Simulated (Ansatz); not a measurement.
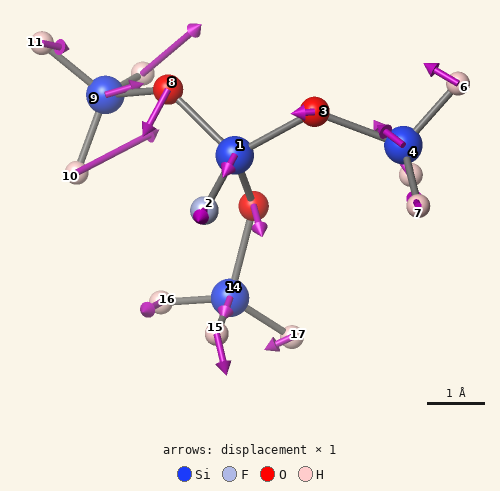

This is a relaxation of Si₄H₉O₃F. The starting structure is drawn; purple arrows show the displacements, at their true length. The two geometries are superimposed by the best rigid fit.

The picture is a ball-and-stick view, seen at a tilt.

The run prepares the start of a later molecular dynamics calculation, from a guessed geometry.

All numbers below come from RKS B3LYP-D4/STO-3G (Ansatz). Set-up: no spin polarisation; force threshold 0.02 eV/Å; at most 40 steps.

> Which element moves most?

Hydrogen: up to 1.99 Å, against 0.95 Å for oxygen.

> What did the optimiser do to the structure, and how much energy did it gain?

The atom that moves furthest after the best rigid fit is an H atom (1.99 Å). Largest moves by element: H 1.99 Å, O 0.95 Å, Si 0.73 Å, F 0.55 Å. Among the contacts that change: F–Si 1.590 → 1.625 Å, O–Si 1.680 → 1.697 Å, H–Si 1.460 → 1.445 Å, O–Si 1.680 → 1.670 Å. Bond angles that change, for instance: Si–O–Si 125.0° → 118.5°, Si–O–Si 125.0° → 119.6°, O–Si–O 109.5° → 104.4°. Groups turn about O–Si by about 85°, O–Si by about 50°, O–Si by about 40°. After 37 accepted moves (39 points after the start) the energy has fallen by 0.286 eV. Largest force component: 2 eV/Å at the start, 0.014 eV/Å at the end. The line search rejected the trial steps at points 37, 38 of the run. Cost: 3.8 min on 1 thread of Arm Neoverse V2, with other jobs on the host, peak memory 0.2 GiB.

Limits of the set-up: STO-3G is a minimal basis, so the numbers are rough.
